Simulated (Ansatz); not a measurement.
**Geometry relaxation, with input and output: CH$_{10}$O$_{6}$ (part 1 of 2)**

The run: geometry relaxation of CH$_{10}$O$_{6}$ (disordered cell, 17 atoms in the cell). Method and program: DFT PBE-D3(BJ), scalar-relativistic, plane waves, PAW, no spin polarisation (Ansatz 0.2.0).

It belongs to a series of runs on one base structure; here: start relaxed. Figures and captions count atoms from 1; the log counts them from 0 in places.

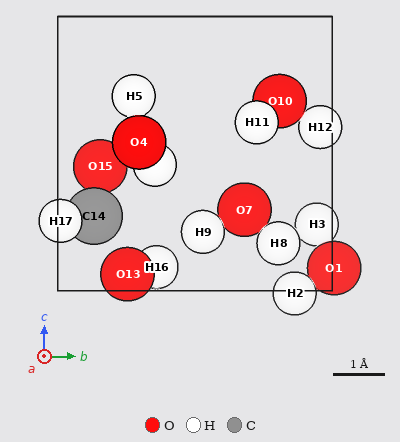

*The input geometry (spheres-only view of the cell of the calculation, along the a axis; atoms are numbered from 1 in the order of the input).*

The input:
```yaml
accuracy: low
crystal:
  lattice:
    - [5.48148, 0.0, 0.0]
    - [0.0, 5.48148, 0.0]
    - [0.0, 0.0, 5.48148]
  atoms:
    - { symbol: O, position: [0.1299838, 1.0073614, 0.0833197] }
    - { symbol: H, position: [0.1740555, 0.863406, -0.0091822] }
    - { symbol: H, position: [0.0851549, 0.944084, 0.2420912] }
    - { symbol: O, position: [0.9144819, 0.2968148, 0.5413328] }
    - { symbol: H, position: [0.8643848, 0.276974, 0.7096144] }
    - { symbol: H, position: [0.768498, 0.3538092, 0.459709] }
    - { symbol: O, position: [0.3975731, 0.6807281, 0.2959691] }
    - { symbol: H, position: [0.4289474, 0.8042222, 0.1735479] }
    - { symbol: H, position: [0.4388155, 0.5290584, 0.2152385] }
    - { symbol: O, position: [0.5811625, 0.8085392, 0.6915602] }
    - { symbol: H, position: [0.7165387, 0.7254226, 0.6141844] }
    - { symbol: H, position: [0.5622579, 0.9566234, 0.5970311] }
    - { symbol: O, position: [0.4029315, 0.2543581, 0.0611741] }
    - { symbol: C, position: [0.4360217, 0.1325923, 0.2727818] }
    - { symbol: O, position: [0.3106457, 0.1553105, 0.4535787] }
    - { symbol: H, position: [0.2609785, 0.3600818, 0.0866717] }
    - { symbol: H, position: [0.5934546, 0.010518, 0.2553041] }
basis:
  ecutwfc: 420.0
kpoints:
  mp_grid: { grid: [1, 1, 1] }
hamiltonian:
  xc: pbe
  dispersion: d3bj
scf:
  occupations: { method: fermi_dirac, width: 0.02 }
  lower_state_search: "off"
relax:
  f_tol: 0.3
  max_steps: 15
  adjacent_minimum: "off"
```

Run as:
```bash
ansatz run input.yaml --threads 1 --pin off --max-ram 3072MiB --backend cpu --events-out ev --progress --plain --runs-dir out
```

Output:
```
Engine: ansatz 0.2.0, x86_64-unknown-linux-gnu
Pseudopotentials: kind: paw
Pseudopotential: O, paw, valence charge 6, recommended cutoff 420 eV (normal), O.paw.azcp
Pseudopotential: H, paw, valence charge 1, recommended cutoff 420 eV (normal), H.paw.azcp
Pseudopotential: C, paw, valence charge 4, recommended cutoff 420 eV (normal), C.paw.azcp
Functional definition: PBE
  parameter kappa = 0.804
  parameter beta = 0.06672455060314922
  exchange = pbe_x(kappa = kappa, mu = beta*pi^2/3)
  correlation = pbe_c(beta = beta)
Crystal: 17 atoms, lattice volume = 164.700 Å³
Basis set: ecut = 420 eV, 3191 PW (Γ), exchange–correlation on 80×80×80 points (8 copies of the dense FFT grid, shifted against one another)
Bands: 42, of which v1, the nominal top of the filled ones, is band 25 counted from 1 (24 counted from 0)
Symmetry: 1 space group operations
Space group: P1 (ITA 1), of the structure as read, at distance tolerance 5.5e-5 Å
k-points: 1
Non-local potential: O, projectors of the file, l = 0: 2, l = 1: 2, l = 2: 1
Non-local potential: H, projectors of the file, l = 0: 2, l = 1: 1
Non-local potential: C, projectors of the file, l = 0: 2, l = 1: 2, l = 2: 1
PAW form: soft (Blöchl's): semilocal exchange-correlation on the pseudo side does not see the compensation charge
PAW one-centre angular grid: O, 110 points (default); XC on 64 Gauss nodes
PAW one-centre angular grid: H, 110 points (default); XC on 64 Gauss nodes
PAW one-centre angular grid: C, 110 points (default); XC on 64 Gauss nodes
Initial density: superposition of atomic densities (neutral atoms: chi_scale 0, normalization atom), corrected by the library's trained network
Initial wavefunctions: pseudopotential atomic-orbital guess
Functional: x = pbe(κ = 0.804, μ = 0.2195149727645171), c = pbe(β = 0.06672455060314922)
SCF iter   1: F=—  HF=-3810.975466 eV  |F-HF|=—  |Δ(HF+E_count)|=         —  Δρ=8.20e-3  dr2=7.57e-2  ethr=1.77e-3  ⟨swp⟩=6.0  Hψ=202  notcnv=0  defer=2
preconditioner: auto → Resta (q_TF=auto, 2.237 Å⁻¹)  ε∞=2.3  [insulator: Δε(μ)=3.873 eV  Ē_g=17.667 eV  σ=0.020 eV  W_gap=1.00  n_scr=26 (ndim 8)  ℏωp=20.5 eV  f_vac=0.274  D(μ)=0.00/eV (n_scr^D=0)  ε∞_Penn≈2.3]
SCF iter   2: F=—  HF=-3810.956250 eV  |F-HF|=—  |Δ(HF+E_count)|=   1.92e-2  Δρ=4.14e-3  dr2=1.40e-2  ethr=1.51e-4  ⟨swp⟩=3.0  Hψ=80  notcnv=0  defer=12
SCF iter   3: F=—  HF=-3810.954173 eV  |F-HF|=—  |Δ(HF+E_count)|=   2.08e-3  Δρ=1.68e-3  dr2=3.74e-3  ethr=2.79e-5  ⟨swp⟩=2.0  Hψ=59  notcnv=0  defer=12
SCF iter   4: F=—  HF=-3810.953613 eV  |F-HF|=—  |Δ(HF+E_count)|=   5.60e-4  Δρ=6.66e-4  dr2=6.18e-4  ethr=7.49e-6  ⟨swp⟩=2.0  Hψ=59  notcnv=0  defer=12
SCF iter   5: F=—  HF=-3810.953566 eV  |F-HF|=—  |Δ(HF+E_count)|=   4.65e-5  Δρ=2.23e-4  dr2=7.19e-5  ethr=1.24e-6  ⟨swp⟩=2.0  Hψ=54  notcnv=0  defer=12
SCF iter   6: F=-3810.953569 eV  HF=-3810.953571 eV  |F-HF|=2.02e-6  |Δ(HF+E_count)|=   5.07e-6  Δρ=6.67e-5  dr2=7.40e-6  ethr=1.44e-7  ⟨swp⟩=4.0  Hψ=114  notcnv=0
SCF 1 converged in 6 iterations: F = -3810.953569 eV  dr2 = 7.40e-6
  greatest PAW one-centre occupation: 0.881 electrons in one spin orbital (limit 2), on the O atom at site 14 (counted from 0), in its partial waves of l = 0
relax step   1: F+E_penalty+E_count = -3810.95356930 eV  Δ(F+E_penalty+E_count) = +0.000e0 eV  max|allowed force component| = 3.949e0 eV/Å  Δτ_max = 0.0000 Å  (6 SCF iters, dr2 threshold 1.00e-4 eV, accepted)
Initial density: handed on by an earlier stage of this run
Initial wavefunctions: those handed on with the density
iter 1 solved again at ethr=1.01e-3 eV; its pass at ethr=3.10e-3 eV (dr2=5.03e-1 eV) is discarded
SCF iter   1: F=—  HF=-3812.730851 eV  |F-HF|=—  |Δ(HF+E_count)|=         —  Δρ=3.07e-2  dr2=5.18e-1  ethr=1.01e-3  ⟨swp⟩=1.0  Hψ=183  notcnv=0  defer=12
preconditioner: auto → Resta (q_TF=auto, 2.237 Å⁻¹)  ε∞=2.3  [insulator: Δε(μ)=4.130 eV  Ē_g=17.663 eV  σ=0.020 eV  W_gap=1.00  n_scr=26 (ndim 8)  ℏωp=20.5 eV  f_vac=0.249  D(μ)=0.00/eV (n_scr^D=0)  ε∞_Penn≈2.3]
SCF iter   2: F=—  HF=-3812.663257 eV  |F-HF|=—  |Δ(HF+E_count)|=   6.76e-2  Δρ=1.49e-2  dr2=9.93e-2  ethr=1.01e-3  ⟨swp⟩=3.0  Hψ=54  notcnv=0  defer=12
SCF iter   3: F=—  HF=-3812.667704 eV  |F-HF|=—  |Δ(HF+E_count)|=   4.45e-3  Δρ=3.20e-3  dr2=9.95e-3  ethr=1.99e-4  ⟨swp⟩=2.0  Hψ=64  notcnv=0  defer=12
SCF iter   4: F=—  HF=-3812.666209 eV  |F-HF|=—  |Δ(HF+E_count)|=   1.49e-3  Δρ=1.06e-3  dr2=1.08e-3  ethr=1.99e-5  ⟨swp⟩=2.0  Hψ=60  notcnv=0  defer=12
SCF iter   5: F=—  HF=-3812.666239 eV  |F-HF|=—  |Δ(HF+E_count)|=   2.96e-5  Δρ=3.15e-4  dr2=1.35e-4  ethr=2.17e-6  ⟨swp⟩=2.0  Hψ=53  notcnv=0  defer=12
SCF iter   6: F=—  HF=-3812.666244 eV  |F-HF|=—  |Δ(HF+E_count)|=   5.12e-6  Δρ=1.28e-4  dr2=2.53e-5  ethr=2.00e-7  ⟨swp⟩=3.0  Hψ=159  notcnv=0
SCF iter   7: F=-3812.666248 eV  HF=-3812.666247 eV  |F-HF|=3.04e-7  |Δ(HF+E_count)|=   3.58e-6  Δρ=3.33e-5  dr2=1.89e-6  ethr=5.05e-8  ⟨swp⟩=4.0  Hψ=109  notcnv=0
SCF 2 converged in 7 iterations: F = -3812.666248 eV  dr2 = 1.89e-6
  greatest PAW one-centre occupation: 0.880 electrons in one spin orbital (limit 2), on the O atom at site 14 (counted from 0), in its partial waves of l = 0
relax step   2: F+E_penalty+E_count = -3812.66624761 eV  Δ(F+E_penalty+E_count) = -1.713e0 eV  max|allowed force component| = 1.375e0 eV/Å  Δτ_max = 0.1950 Å  (7 SCF iters, dr2 threshold 1.00e-4 eV, accepted)
iter 1 solved again at ethr=9.23e-4 eV; its pass at ethr=3.10e-3 eV (dr2=4.61e-1 eV) is discarded
SCF iter   1: F=—  HF=-3813.345406 eV  |F-HF|=—  |Δ(HF+E_count)|=         —  Δρ=2.96e-2  dr2=4.74e-1  ethr=9.23e-4  ⟨swp⟩=1.0  Hψ=188  notcnv=0  defer=12
preconditioner: auto → Resta (q_TF=auto, 2.237 Å⁻¹)  ε∞=2.3  [insulator: Δε(μ)=4.218 eV  Ē_g=17.609 eV  σ=0.020 eV  W_gap=1.00  n_scr=26 (ndim 8)  ℏωp=20.5 eV  f_vac=0.239  D(μ)=0.00/eV (n_scr^D=0)  ε∞_Penn≈2.3]
SCF iter   2: F=—  HF=-3813.293388 eV  |F-HF|=—  |Δ(HF+E_count)|=   5.20e-2  Δρ=1.46e-2  dr2=1.01e-1  ethr=9.23e-4  ⟨swp⟩=3.0  Hψ=55  notcnv=0  defer=12
SCF iter   3: F=—  HF=-3813.299356 eV  |F-HF|=—  |Δ(HF+E_count)|=   5.97e-3  Δρ=4.55e-3  dr2=2.47e-2  ethr=2.02e-4  ⟨swp⟩=3.0  Hψ=79  notcnv=0  defer=12
SCF iter   4: F=—  HF=-3813.294386 eV  |F-HF|=—  |Δ(HF+E_count)|=   4.97e-3  Δρ=9.99e-4  dr2=1.21e-3  ethr=4.94e-5  ⟨swp⟩=2.0  Hψ=60  notcnv=0  defer=12
SCF iter   5: F=—  HF=-3813.294524 eV  |F-HF|=—  |Δ(HF+E_count)|=   1.37e-4  Δρ=5.10e-4  dr2=3.51e-4  ethr=2.42e-6  ⟨swp⟩=2.0  Hψ=56  notcnv=0  defer=12
SCF iter   6: F=—  HF=-3813.294497 eV  |F-HF|=—  |Δ(HF+E_count)|=   2.68e-5  Δρ=1.32e-4  dr2=2.27e-5  ethr=2.00e-7  ⟨swp⟩=3.0  Hψ=149  notcnv=0
SCF iter   7: F=-3813.294507 eV  HF=-3813.294509 eV  |F-HF|=1.51e-6  |Δ(HF+E_count)|=   1.20e-5  Δρ=4.61e-5  dr2=3.12e-6  ethr=4.54e-8  ⟨swp⟩=4.0  Hψ=109  notcnv=0
[...]
relax step   3: F+E_penalty+E_count = -3813.29450725 eV  Δ(F+E_penalty+E_count) = -6.283e-1 eV  max|allowed force component| = 2.167e0 eV/Å  Δτ_max = 0.1978 Å  (7 SCF iters, dr2 threshold 1.00e-4 eV, accepted)
preconditioner: auto → Resta (q_TF=auto, 2.237 Å⁻¹)  ε∞=2.3  [insulator: Δε(μ)=4.506 eV  Ē_g=17.654 eV  σ=0.020 eV  W_gap=1.00  n_scr=26 (ndim 8)  ℏωp=20.5 eV  f_vac=0.238  D(μ)=0.00/eV (n_scr^D=0)  ε∞_Penn≈2.3]
  greatest PAW one-centre occupation: 0.879 electrons in one spin orbital (limit 2), on the O atom at site 14 (counted from 0), in its partial waves of l = 0
relax step   4: F+E_penalty+E_count = -3813.72235299 eV  Δ(F+E_penalty+E_count) = -4.278e-1 eV  max|allowed force component| = 1.836e0 eV/Å  Δτ_max = 0.1924 Å  (7 SCF iters, dr2 threshold 1.00e-4 eV, accepted)
preconditioner: auto → Resta (q_TF=auto, 2.237 Å⁻¹)  ε∞=2.3  [insulator: Δε(μ)=4.715 eV  Ē_g=17.740 eV  σ=0.020 eV  W_gap=1.00  n_scr=26 (ndim 8)  ℏωp=20.5 eV  f_vac=0.244  D(μ)=0.00/eV (n_scr^D=0)  ε∞_Penn≈2.3]
  greatest PAW one-centre occupation: 0.878 electrons in one spin orbital (limit 2), on the O atom at site 14 (counted from 0), in its partial waves of l = 0
relax step   5: F+E_penalty+E_count = -3814.13206731 eV  Δ(F+E_penalty+E_count) = -4.097e-1 eV  max|allowed force component| = 1.239e0 eV/Å  Δτ_max = 0.2000 Å  (7 SCF iters, dr2 threshold 1.00e-4 eV, accepted)
preconditioner: auto → Resta (q_TF=auto, 2.237 Å⁻¹)  ε∞=2.3  [insulator: Δε(μ)=4.815 eV  Ē_g=17.772 eV  σ=0.020 eV  W_gap=1.00  n_scr=26 (ndim 8)  ℏωp=20.5 eV  f_vac=0.254  D(μ)=0.00/eV (n_scr^D=0)  ε∞_Penn≈2.3]
  greatest PAW one-centre occupation: 0.877 electrons in one spin orbital (limit 2), on the O atom at site 14 (counted from 0), in its partial waves of l = 0
relax step   6: F+E_penalty+E_count = -3814.49539407 eV  Δ(F+E_penalty+E_count) = -3.633e-1 eV  max|allowed force component| = 1.058e0 eV/Å  Δτ_max = 0.1948 Å  (7 SCF iters, dr2 threshold 1.00e-4 eV, accepted)
preconditioner: auto → Resta (q_TF=auto, 2.237 Å⁻¹)  ε∞=2.3  [insulator: Δε(μ)=4.929 eV  Ē_g=17.787 eV  σ=0.020 eV  W_gap=1.00  n_scr=26 (ndim 8)  ℏωp=20.5 eV  f_vac=0.266  D(μ)=0.00/eV (n_scr^D=0)  ε∞_Penn≈2.3]
relax step   7: F+E_penalty+E_count = -3814.73693304 eV  Δ(F+E_penalty+E_count) = -2.415e-1 eV  max|allowed force component| = 1.068e0 eV/Å  Δτ_max = 0.1914 Å  (6 SCF iters, dr2 threshold 1.00e-4 eV, accepted)
preconditioner: auto → Resta (q_TF=auto, 2.237 Å⁻¹)  ε∞=2.3  [insulator: Δε(μ)=4.874 eV  Ē_g=17.824 eV  σ=0.020 eV  W_gap=1.00  n_scr=26 (ndim 8)  ℏωp=20.5 eV  f_vac=0.273  D(μ)=0.00/eV (n_scr^D=0)  ε∞_Penn≈2.3]
relax step   8: F+E_penalty+E_count = -3814.98248079 eV  Δ(F+E_penalty+E_count) = -2.455e-1 eV  max|allowed force component| = 8.288e-1 eV/Å  Δτ_max = 0.1953 Å  (7 SCF iters, dr2 threshold 1.00e-4 eV, accepted)
preconditioner: auto → Resta (q_TF=auto, 2.237 Å⁻¹)  ε∞=2.3  [insulator: Δε(μ)=4.991 eV  Ē_g=17.927 eV  σ=0.020 eV  W_gap=1.00  n_scr=26 (ndim 8)  ℏωp=20.5 eV  f_vac=0.279  D(μ)=0.00/eV (n_scr^D=0)  ε∞_Penn≈2.3]
  greatest PAW one-centre occupation: 0.876 electrons in one spin orbital (limit 2), on the O atom at site 14 (counted from 0), in its partial waves of l = 0
relax step   9: F+E_penalty+E_count = -3815.22235614 eV  Δ(F+E_penalty+E_count) = -2.399e-1 eV  max|allowed force component| = 9.846e-1 eV/Å  Δτ_max = 0.1917 Å  (7 SCF iters, dr2 threshold 1.00e-4 eV, accepted)
preconditioner: auto → Resta (q_TF=auto, 2.237 Å⁻¹)  ε∞=2.3  [insulator: Δε(μ)=5.146 eV  Ē_g=18.008 eV  σ=0.020 eV  W_gap=1.00  n_scr=26 (ndim 8)  ℏωp=20.5 eV  f_vac=0.276  D(μ)=0.00/eV (n_scr^D=0)  ε∞_Penn≈2.3]
relax step  10: F+E_penalty+E_count = -3815.42664699 eV  Δ(F+E_penalty+E_count) = -2.043e-1 eV  max|allowed force component| = 7.442e-1 eV/Å  Δτ_max = 0.2000 Å  (6 SCF iters, dr2 threshold 1.00e-4 eV, accepted)
preconditioner: auto → Resta (q_TF=auto, 2.237 Å⁻¹)  ε∞=2.3  [insulator: Δε(μ)=5.237 eV  Ē_g=18.018 eV  σ=0.020 eV  W_gap=1.00  n_scr=26 (ndim 8)  ℏωp=20.5 eV  f_vac=0.276  D(μ)=0.00/eV (n_scr^D=0)  ε∞_Penn≈2.3]
relax step  11: F+E_penalty+E_count = -3815.59778797 eV  Δ(F+E_penalty+E_count) = -1.711e-1 eV  max|allowed force component| = 6.951e-1 eV/Å  Δτ_max = 0.1962 Å  (7 SCF iters, dr2 threshold 1.00e-4 eV, accepted)
preconditioner: auto → Resta (q_TF=auto, 2.237 Å⁻¹)  ε∞=2.3  [insulator: Δε(μ)=5.297 eV  Ē_g=18.075 eV  σ=0.020 eV  W_gap=1.00  n_scr=26 (ndim 8)  ℏωp=20.5 eV  f_vac=0.272  D(μ)=0.00/eV (n_scr^D=0)  ε∞_Penn≈2.3]
  greatest PAW one-centre occupation: 0.875 electrons in one spin orbital (limit 2), on the O atom at site 14 (counted from 0), in its partial waves of l = 0
relax step  12: F+E_penalty+E_count = -3815.70609435 eV  Δ(F+E_penalty+E_count) = -1.083e-1 eV  max|allowed force component| = 3.229e-1 eV/Å  Δτ_max = 0.2000 Å  (7 SCF iters, dr2 threshold 1.00e-4 eV, accepted)
preconditioner: auto → Resta (q_TF=auto, 2.237 Å⁻¹)  ε∞=2.3  [insulator: Δε(μ)=5.355 eV  Ē_g=18.075 eV  σ=0.020 eV  W_gap=1.00  n_scr=26 (ndim 8)  ℏωp=20.5 eV  f_vac=0.268  D(μ)=0.00/eV (n_scr^D=0)  ε∞_Penn≈2.3]
relax step  13: F+E_penalty+E_count = -3815.78761829 eV  Δ(F+E_penalty+E_count) = -8.152e-2 eV  max|allowed force component| = 1.974e-1 eV/Å  Δτ_max = 0.2000 Å  (9 SCF iters, accepted)
```

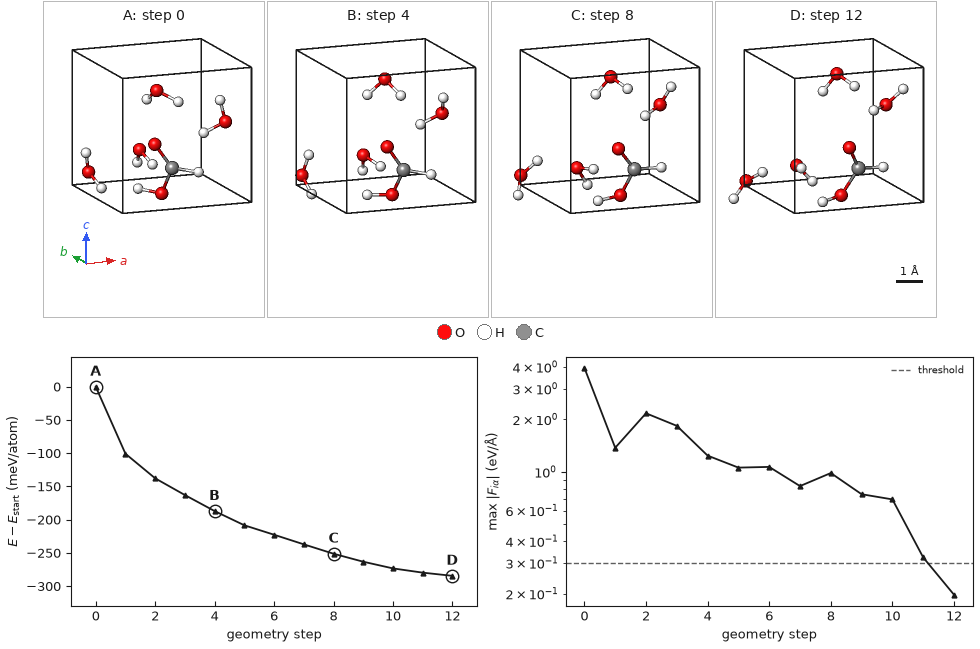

*Frames of the relaxation (ball-and-stick view of the cell of the calculation, seen slightly off an axis) above the curves, on which the letters mark them (the first geometry is step 0 here and step 1 in the log).*

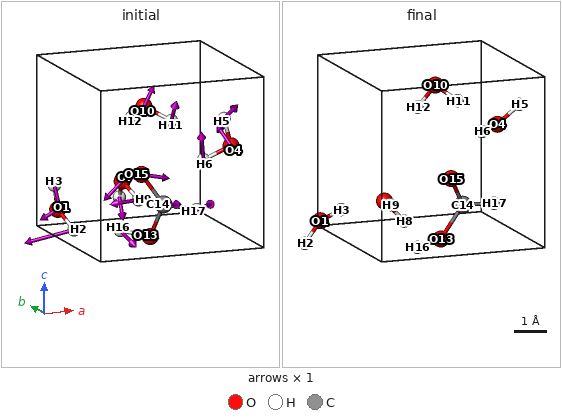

*Before (left) and after (right) the relaxation, at one scale (ball-and-stick view of the cell of the calculation, seen slightly off an axis). The pink arrows give the displacements, at true length.*

The energy falls by 284 meV per atom in 12 geometry steps. The largest force component goes from 3.9 to 0.2 eV/Å. The atom that moves furthest is H2 (1.63 Å). By element the largest moves are H 1.63 Å, O 0.91 Å, C 0.79 Å. The cell doesn't change. Among the contacts that change: O13–H16 0.980 → 1.030 Å, O1–H3 0.969 → 1.009 Å, O10–H11 0.969 → 0.998 Å, O13–C14 1.350 → 1.328 Å. Among the angles that change: C14–O13–H16 106.0° → 112.6°, H11–O10–H12 104.0° → 106.3°. (Atoms are counted from 1 in the order of the input.)

```
Free energy (F): -3815.787618 eV
[...]
Harris-Foulkes:  -3815.787618 eV  (|F-HF|=7.20e-9)
Internal energy: -3815.787618 eV  (E = F + TS)
E sigma→0 (E₀):  -3815.787618 eV
Fermi energy:    0.826387 eV
--- Per-component energies (eV) ---
  E_band       = -460.705682
  E_kinetic    = 1279.316426
  E_local      = -3966.420931  (includes V_loc(G=0)·N_el)
  E_nonlocal   = 333.454887
  E_hartree    = 1428.916696
  E_xc         = -575.626172
  E_vxc        = -733.551143  (∫ρ·V_xc dr)
  E_paw        = -1056.209959  (= ΣΔE_a)
  E_vpaw       = -231.339577  (= ΣTr[D̂ρ^β])
  E_aug_tail   = 0.003036  (compensation charges beyond the density's cutoff)
  E_ewald      = -1258.508758
  E_disp       = -0.712844  (pairwise vdW)
  E_smearing   = -0.000000  (= −TS)
  E_closure    = 0.000000  (closes the sum)
  Σ components = -3815.787618   (vs F -3815.787618, Δ=0.00e0)
--- Forces (eV/Å), atoms counted from 1 ---
  atom   1  O     -0.16833519     0.01853659    -0.05356371
  atom   2  H      0.03422320     0.06213229     0.03475100
  atom   3  H      0.07744103    -0.08075643     0.00506842
  atom   4  O     -0.01585021    -0.06956685     0.07280737
  atom   5  H      0.01811063     0.02685303    -0.05453341
  atom   6  H      0.01897586     0.02892548    -0.02365608
  atom   7  O      0.12156310    -0.19736352     0.08313274
  atom   8  H     -0.06595129    -0.02926115     0.03152142
  atom   9  H     -0.06799970     0.16840229    -0.00793986
  atom  10  O      0.00060437    -0.03277474     0.01209215
  atom  11  H     -0.01618286     0.03965070    -0.01683418
  atom  12  H      0.00164497    -0.05541060     0.02339506
  atom  13  O      0.01483866    -0.02706453    -0.02269993
  atom  14  C      0.05267766    -0.00793786    -0.13059937
  atom  15  O      0.08724360     0.05433951     0.00464372
  atom  16  H      0.01816996     0.02600355    -0.01701848
  atom  17  H     -0.11119244     0.07524493     0.05944191
  max |Σ_I F_I| component: 4.73e-5 eV/Å
```
